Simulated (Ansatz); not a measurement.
Nudged elastic band, with input and output: CH₁₁NOSi₂ (part 2 of 2)

CH₁₁NOSi₂; RKS LDA/def2-SVP (Ansatz 0.2.0). The run did not end well. It belongs to a series of runs on one base structure; here: band between the two ends.

Geometry of the input (Å):
```
Si 1.0999  0.4095  -0.7829
N  1.9617  -1.0393  -0.5322
O  -0.3897  0.1598  -1.4998
C  -1.4077  1.1042  -1.4327
H  1.9568  1.2855  -1.6589
H  0.8157  1.0839  0.5438
H  0.8512  -1.1288  2.1975
Si -0.6161  -0.7835  2.1487
H  1.6232  -1.7395  0.1348
H  2.5327  -1.4483  -1.2755
H  -1.5781  1.4747  -0.3878
H  -1.2085  1.9993  -2.0726
H  -2.3607  0.6502  -1.7845
H  -1.3778  -1.7795  2.9830
H  -0.8192  0.5996  2.7008
H  -1.0834  -0.8476  0.7181
```

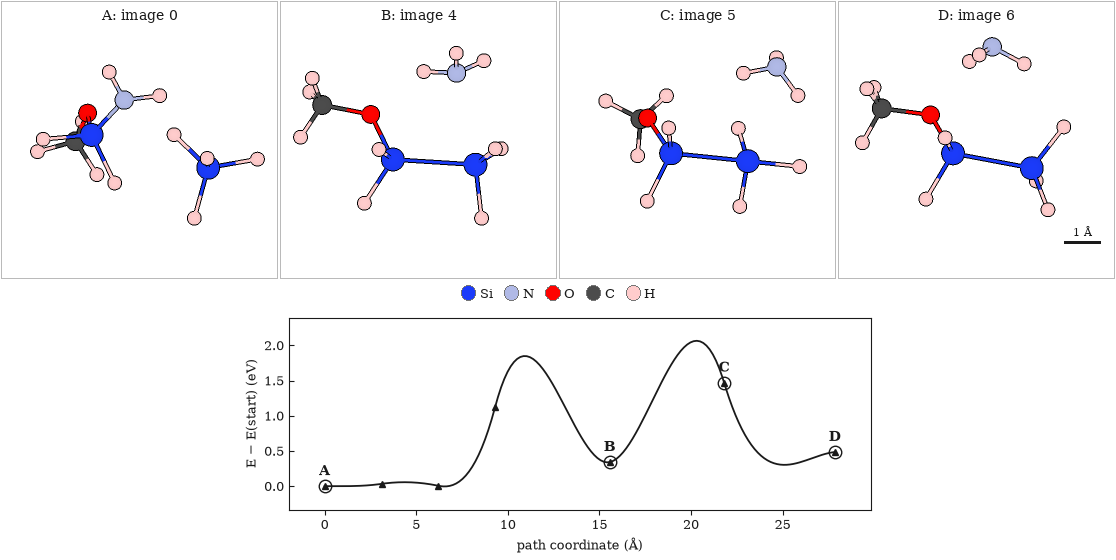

Figure 1. Images of the last band (counted from 0; ball-and-stick, seen at a tilt) above the energy along the path; the line is a cubic interpolation that uses the forces. The highest image is number 5, 1.470 eV above the start and 0.985 eV above the end (the climbing image); the end lies 0.485 eV above the start. A further maximum stands at image 1, 0.033 eV from the start. A further maximum stands at image 3, 1.130 eV from the start. The path is 27.85 Å long. The band had not converged after 60 iterations.

```
Unfinished report: {"positions_ang":[[0.8196470094552711,1.353292101974966,-0.08516848995066008],[1.4482359900024953,-2.457627737472867,0.1567464709745559],[-0.24182219808249228,1.039199182134818,-1.321465801161862],[-1.6298849896846335,1.0443413916247462,-1.4962626174870615],[2.21569664463726,1.0794680019604965,-0.596311675761294],[0.5907410417936775,2.7509218110004503,0.44965559857607135],[0.4819114967242883,-2.7421637048245753,-0.08644556180150348],[0.15299788861113547,-0.18121320643190192,1.5163880284826465],[1.7275693934891498,-1.6038101034179704,-0.33784711853385985],[1.5301622896817897,-2.3369465785720824,1.1627381720801353],[-2.091798111650392,-0.005333616922263182,-1.5113587584723003],[-2.2525374296537124,1.738650276560245,-0.8154679264123005],[-1.6591751162089052,1.4203938849155568,-2.542274480583035],[0.4604011930198474,-1.1271204590299853,2.6331244647939713],[-0.6976195818007833,0.7620041855390337,2.270859504669384],[-0.8543285003339959,-0.7337554190386699,0.603089180587114]],"unchecked":["starts","cluster_reference","orbital_swaps","neighbouring_geometries","increment"],"mean_field":{"relativity":"none","state":{"energy":{"ev":-20396.77289431811,"hartree":-749.5675784369631},"converged":true,"gradient_ev":0.000017377622638895103,"stability":{"kind":"minimum","curvature_ev":70.9390288862068},"curvature_floor_ev":0.00030000000000000003,"spin_squared":2.842170943040401e-14},"others":[],"fillings":{"estimated":0,"unestimated":0,"tried":0,"untried":0,"excluded_magnetic_sites":0},"n_dropped_functions":0,"n_trapped_functions":0,"passes":{"evaluations":4,"products":24},"factors":{"origin":"density fitting in generated functions","count":1503,"bound_ev":null},"gradient_stop_ev":0.00009,"reference_kind":"stationary","functional":{"name":"SPW92","citations":["Dirac, Proc. Camb. Phil. Soc. 26, 376 (1930) doi:10.1017/S0305004100016108","Slater, Phys. Rev. 81, 385 (1951) doi:10.1103/PhysRev.81.385","Perdew & Wang, Phys. Rev. B 45, 13244 (1992) doi:10.1103/PhysRevB.45.13244"],"text":"name \"SPW92\"\ncite \"Dirac, Proc. Camb. Phil. Soc. 26, 376 (1930) doi:10.1017/S0305004100016108\"\ncite \"Slater, Phys. Rev. 81, 385 (1951) doi:10.1103/PhysRev.81.385\"\ncite \"Perdew & Wang, Phys. Rev. B 45, 13244 (1992) doi:10.1103/PhysRevB.45.13244\"\nexchange = slater_x\ncorrelation = pw_c\n","final_grid":{"core_spheres":13.0,"valence_spheres":11.0,"degree":36.0},"final_grid_parameter_source":"default","radial_points_factor":1.0,"radial_grid_error_ev":2.4352219540683396e-10,"grid_sensitivity":"normal","grid_sensitivity_ratio":0.0},"unsmoothed_excess_ev":-0.0000403501769277845,"symmetry":{"irreps":["A"],"axes":[[0.9993113497375012,-0.0014558334606296387,0.03707703918530251],[0.0004952251240552952,0.9996643005242631,0.025904459257287658],[-0.0371023050212524,-0.02586825866329009,0.9989766024066025]],"occupied":[{"A":30},{"A":30}]},"density_repulsion":{"missed_ev":0.00011547000493363577,"excess_ev":0.00011547000493363577,"most_excess_ev":0.00078,"are_drawn_again":false,"n_first_factors":1503,"energy_change_ev":0.0,"n_dropped_ends":0},"direct_passes":"host"},"factors":{"origin":"density fitting in generated functions","count":1503,"bound_ev":null},"n_frozen":0,"n_occupied":[30,30],"n_virtual":[103,103],"reference":{"ev":-20396.77289431811,"hartree":-749.5675784369631},"total":{"ev":-20396.77289431811,"hartree":-749.5675784369631},"forces_ev_per_angstrom":[[0.24680406209226183,-0.3674655362790556,0.08654577174993691],[-0.23204764752077,-0.42666914506500997,-0.5114503573795246],[0.15577510358118868,-0.17483040368214084,0.6108094103441345],[0.033572606539335956,0.11922791109544209,-0.4979631366996631],[-0.15176840376351752,0.2947873692368666,-0.1916117793747748],[0.18528278614177984,-0.03750703569773972,-0.04364753419043225],[0.43223129544435446,0.34074004509022304,0.11076537367178386],[-0.4164460331963219,0.2555253528253648,0.20470002452874544],[-0.058090882184535786,0.0009582459897157164,-0.0121515340015863],[0.0878813993230825,0.04161435580701644,0.32159503276634904],[0.4522835144619478,0.7901385943182989,0.3148146341026868],[0.7937316586015608,-0.6789437786606295,-0.47169797302550104],[-0.978534345186006,0.07667941662405081,-0.04841049109116566],[0.5851164988184521,-0.1778241094995148,-0.048839247666652534],[-0.502115028641203,0.5841151673024456,0.4967311172746585],[-0.6336765845042848,-0.6405464494182208,-0.32018931101289205]],"charge_distribution":{"dipole_moment_e_ang":[-0.1806199756780678,0.13151198399489866,-0.07304889677695599],"mulliken_charges_e":[0.34604759566789234,-0.2941612298422962,-0.3910678946619832,-0.011544079389195439,-0.04117035834298699,-0.026815356727829753,0.14459040469702955,-0.19140892078609717,0.1441740815799023,0.14068045315228195,0.07980426864956103,0.0775119028068213,0.07814942255188528,-0.002681567626526604,-0.031129726849357775,-0.020978994879094826],"lowdin_charges_e":[0.14720931167043894,0.10564669916493319,0.0011223157471711431,0.017987988375843145,-0.06517542864986714,-0.05701795322339498,0.011536141908701003,-0.005764269946331169,0.0011686082982208523,-0.02718577332988481,0.0036792211446652345,0.013939438598664311,-0.00075478025933573,-0.03887296873472135,-0.05905006334140439,-0.04846848742365939]},"n_threads":4,"memory_gib":4.261363637633622,"seconds":{"hamiltonian":1.4400896109999999,"orbitals":0.0,"second_order":0.0,"solver_start":0.0,"cycles":0.0,"cycle":0.0,"perturbative":0.0,"full_ci_increment":0.0,"forces":0.0}}
this run last wrote the band of iteration 60 to [file]
Error: NEB band did not converge after 60 iterations: max|band force component| = 5.56e0 eV/Å (threshold 5.0e-2); raise `neb.max_iterations` in a new run, which can start from the last band evaluated (`neb.initial_path`, with `crystal.atoms` and `neb.final_atoms` set to its first and last images), add images, or start from endpoints closer to local minima. Where this run's directory can be resumed (`checkpoint.write`), a resume goes on for up to `neb.max_iterations` more; to start a new run from the last band, take its images' positions from the `neb_iteration` event of iteration 60 (`data.images[].positions_ang`), in the event stream of the run that computed that iteration (not this run's, if it was resumed behind it). With `checkpoint.write`, `steps/00-neb/state/checkpoint.json` in the run directory holds the last saved band, under `neb.evaluated.images[].positions_ang` (a band under a hybrid functional on support functions is neither saved nor resumed: `neb.initial_path` says where its path is): check the last entry of `neb.iterations` there, which is earlier than 60 if that iteration was not saved or its write failed. If the band's step has no `state` directory and holds `state.next`, a write was cut short, and the file is under `state.next` instead (behind a loss of power it can be under `state.prev`)
this run wrote the band of iteration 60 to [file] as well, whether or not its events were kept: a new run's `neb.initial_path` can list its `images[].positions_ang`
a run's events are kept only if it was started with --events-out <file>, and are in that file
```

The last band as extended XYZ (Å, eV, eV/Å):
```
16
Properties=species:S:1:pos:R:3:forces:R:3 image=0 energy=-20398.24266
Si    1.0999    0.4095   -0.7829   -0.0102  -0.0031   0.0045
N     1.9617   -1.0393   -0.5322    0.0024   0.0019   0.0052
O    -0.3897    0.1598   -1.4998    0.0170  -0.0040   0.0141
C    -1.4077    1.1042   -1.4327   -0.0046  -0.0006  -0.0077
H     1.9568    1.2855   -1.6589   -0.0025  -0.0011   0.0008
H     0.8157    1.0839    0.5438    0.0005   0.0024  -0.0085
H     0.8512   -1.1288    2.1975    0.0008  -0.0015  -0.0034
Si   -0.6161   -0.7835    2.1487   -0.0045  -0.0050  -0.0033
H     1.6232   -1.7395    0.1348   -0.0014   0.0011  -0.0003
H     2.5327   -1.4483   -1.2755    0.0001  -0.0015  -0.0046
H    -1.5781    1.4747   -0.3878    0.0004  -0.0038   0.0047
H    -1.2085    1.9993   -2.0726   -0.0009   0.0063  -0.0032
H    -2.3607    0.6502   -1.7845   -0.0030   0.0052  -0.0012
H    -1.3778   -1.7795    2.9830    0.0011   0.0034   0.0008
H    -0.8192    0.5996    2.7008    0.0004   0.0038   0.0028
H    -1.0834   -0.8476    0.7181    0.0042  -0.0037  -0.0007
16
Properties=species:S:1:pos:R:3:forces:R:3 image=1 energy=-20398.20957
Si    1.1538    0.4667   -0.6936    0.0230   0.0104   0.0193
N     2.2566   -0.8262   -0.5334   -0.0203   0.0170  -0.0056
O    -0.3164   -0.0416   -1.2952   -0.0126  -0.0555  -0.0227
C    -1.3971    0.8049   -1.5058   -0.0005   0.0251   0.0114
H     1.7148    1.4959   -1.6431   -0.0070   0.0004   0.0015
H     0.9578    1.0628    0.6820   -0.0041  -0.0034   0.0018
H    -0.2490   -1.4908    1.0253    0.0087   0.0054   0.0071
Si   -0.7922   -0.6644    2.1601   -0.0045  -0.0028   0.0014
H     2.1403   -1.4797    0.2469    0.0069  -0.0066  -0.0001
H     2.6403   -1.2892   -1.3617    0.0114  -0.0037  -0.0021
H    -2.0133    0.9256   -0.5791   -0.0022   0.0243   0.0104
H    -1.0963    1.8307   -1.8385    0.0042   0.0098  -0.0206
H    -2.0609    0.3849   -2.2949   -0.0021  -0.0089   0.0087
H    -1.6890   -1.5225    3.0138    0.0015  -0.0016   0.0023
H     0.3403   -0.1462    3.0048   -0.0115   0.0014  -0.0040
H    -1.5896    0.4895    1.6124    0.0093  -0.0112  -0.0090
16
Properties=species:S:1:pos:R:3:forces:R:3 image=2 energy=-20398.23673
Si    1.3453    0.7113   -0.8451    0.1364   0.1084   0.1061
N     1.8777   -0.8723   -0.4700   -0.0418  -0.0768  -0.0351
O     0.0814    0.9027   -1.9106   -0.0225  -0.0792  -0.0421
C    -1.2174    0.5501   -1.5706   -0.1247   0.0044  -0.0065
H     2.4426    1.4770   -1.5173    0.0138  -0.0073   0.0201
H     0.8955    1.2709    0.4891    0.0205   0.0139  -0.0096
H    -0.5759   -1.2919    0.9622    0.0109   0.0082   0.0024
Si   -0.8941   -0.5044    2.2091    0.0298   0.0056   0.0107
H     1.5233   -1.3572    0.3610   -0.0066  -0.0125  -0.0945
H     2.3279   -1.4972   -1.1465   -0.0325   0.0486   0.0878
H    -1.3685   -0.5578   -1.5156    0.0201   0.0065  -0.0181
H    -1.5277    0.9667   -0.5765    0.0005   0.0028  -0.0097
H    -1.9230    0.9488   -2.3338   -0.0061  -0.0212   0.0122
H    -1.6248   -1.3895    3.1836   -0.0027  -0.0014  -0.0184
H     0.3913   -0.0328    2.8316   -0.0013   0.0054  -0.0003
H    -1.7533    0.6759    1.8494    0.0062  -0.0057  -0.0049
16
Properties=species:S:1:pos:R:3:forces:R:3 image=3 energy=-20397.11302
Si    1.2414    0.7009   -0.6416    0.8601  -0.8347  -0.9636
N     1.5155   -1.0171   -0.1470    1.9877   0.2355  -0.9060
O    -0.0427    0.6358   -1.6329    0.6280   0.3685  -0.4176
C    -1.4079    0.5922   -1.4941    0.0423  -0.3159   0.3788
H     2.3852    1.1147   -1.5272    0.0106   0.0005   0.0830
H     1.1824    1.5757    0.5149   -0.1674   0.4195   0.8585
H     0.5142   -0.9667    0.8308   -0.9799   0.1086   1.0262
Si   -0.6573   -0.4809    1.9790   -0.2160  -0.2596   0.1357
H     1.2638   -1.6172   -0.9510   -0.0491  -0.0801   0.0121
H     2.5192   -1.2467    0.1105   -0.9277   0.1950  -0.1350
H    -1.6626   -0.1811   -0.7473   -0.4907  -0.1805   0.3403
H    -1.8276    1.5641   -1.1650   -0.2015   0.1042  -0.0388
H    -1.8152    0.2765   -2.4620   -0.4970   0.0765  -0.3913
H    -1.8060   -1.4545    2.1700   -0.0221  -0.0068  -0.0113
H    -0.0566   -0.3463    3.3547    0.1094  -0.0166   0.1675
H    -1.3456    0.8509    1.8081   -0.0868   0.1860  -0.1385
16
Properties=species:S:1:pos:R:3:forces:R:3 image=4 energy=-20397.90061
Si   -0.1966    1.0948    0.3022   -0.0110  -0.1261  -0.1564
N     0.9686   -1.7253    0.2061    0.6109   0.1839   0.3636
O    -0.6954    0.1354   -1.0070   -0.1132  -0.0027  -0.2289
C    -0.9410    0.7241   -2.2554    0.0537   0.2129   0.1133
H     1.0867    1.7856   -0.1310    0.0613  -0.0412   0.1152
H    -1.1966    2.2325    0.4159   -0.0459  -0.1197   0.0607
H     0.7990   -2.6615    0.5833   -0.3102  -0.1491  -0.1578
Si    0.1829   -0.1994    2.2285    0.0361   0.5503  -0.4381
H     0.3462   -1.4415   -0.5658   -0.2871  -0.1207  -0.1148
H     1.9479   -1.7055   -0.1128   -0.0781   0.1178  -0.0217
H    -1.7702    0.2088   -2.7944    0.1029  -0.1350   0.1063
H    -1.2509    1.7972   -2.1700   -0.0075  -0.0335   0.0812
H    -0.0352    0.7177   -2.9139   -0.0430  -0.0928   0.0664
H    -0.5420   -1.4859    2.4787   -0.0497  -0.0965  -0.1033
H     1.6686   -0.2150    2.4411    0.0224  -0.1197   0.1423
H    -0.3718    0.7381    3.2946    0.0585  -0.0279   0.1720
16
Properties=species:S:1:pos:R:3:forces:R:3 image=5 energy=-20396.77285
Si    0.8196    1.3533   -0.0852    0.2468  -0.3675   0.0865
N     1.4482   -2.4576    0.1567   -0.2320  -0.4267  -0.5114
O    -0.2418    1.0392   -1.3215    0.1558  -0.1748   0.6108
C    -1.6299    1.0443   -1.4963    0.0336   0.1192  -0.4980
H     2.2157    1.0795   -0.5963   -0.1518   0.2948  -0.1916
H     0.5907    2.7509    0.4497    0.1853  -0.0375  -0.0436
H     0.4819   -2.7422   -0.0864    0.4322   0.3407   0.1108
Si    0.1530   -0.1812    1.5164   -0.4164   0.2555   0.2047
H     1.7276   -1.6038   -0.3378   -0.0581   0.0010  -0.0122
H     1.5302   -2.3369    1.1627    0.0879   0.0416   0.3216
H    -2.0918   -0.0053   -1.5114    0.4523   0.7901   0.3148
H    -2.2525    1.7387   -0.8155    0.7937  -0.6789  -0.4717
H    -1.6592    1.4204   -2.5423   -0.9785   0.0767  -0.0484
H     0.4604   -1.1271    2.6331    0.5851  -0.1778  -0.0488
H    -0.6976    0.7620    2.2709   -0.5021   0.5841   0.4967
H    -0.8543   -0.7338    0.6031   -0.6337  -0.6405  -0.3202
16
Properties=species:S:1:pos:R:3:forces:R:3 image=6 energy=-20397.75760
Si    0.0501    0.9072    0.4347   -0.0219  -0.0052  -0.0057
N     1.3563   -1.8391   -0.6265   -0.0066   0.0056   0.0160
O    -0.7372    0.1925   -0.8667   -0.0014   0.0252  -0.0178
C    -0.9585    0.9098   -2.0480    0.0147  -0.0021   0.0244
H     1.5040    1.2007    0.1396   -0.0027  -0.0042   0.0025
H    -0.6258    2.2450    0.6605    0.0045   0.0009  -0.0012
H     1.2296   -2.1079    0.3586    0.0034   0.0039  -0.0175
Si   -0.2743   -0.3820    2.3430    0.0123  -0.0066   0.0033
H     0.4913   -1.3584   -0.9287    0.0156  -0.0040   0.0032
H     2.1168   -1.1471   -0.6564   -0.0111  -0.0077  -0.0011
H    -1.4093    1.9141   -1.8504    0.0043  -0.0138  -0.0054
H    -0.0150    1.0680   -2.6269   -0.0141  -0.0023   0.0048
H    -1.6620    0.3398   -2.6926    0.0014   0.0028  -0.0019
H     0.4828   -1.6848    2.3170   -0.0028   0.0066   0.0037
H     0.1945    0.4176    3.5337   -0.0033  -0.0027  -0.0001
H    -1.7430   -0.6751    2.5092    0.0076   0.0034  -0.0073
```

What the run reported:

```tsv
quantity	value
outcome	not converged
barrier, forward (band not converged)	1.470 eV
barrier, backward	0.985 eV
wall time	8 min (CPU time 29 min)
peak memory	0.18 GiB
```

What went wrong:

The run did not converge: “NEB band did not converge after 60 iterations: max|band force component| = 5.56e0 eV/Å (threshold 5.0e-2); raise `neb.max_iterations` in a new run, which can start from the last band evaluated (`neb.initial_path`, with `crystal.atoms` and `neb.final_atoms` set to its first and last images), add images, or start from endpoints closer to local minima …” Its last values are not results.
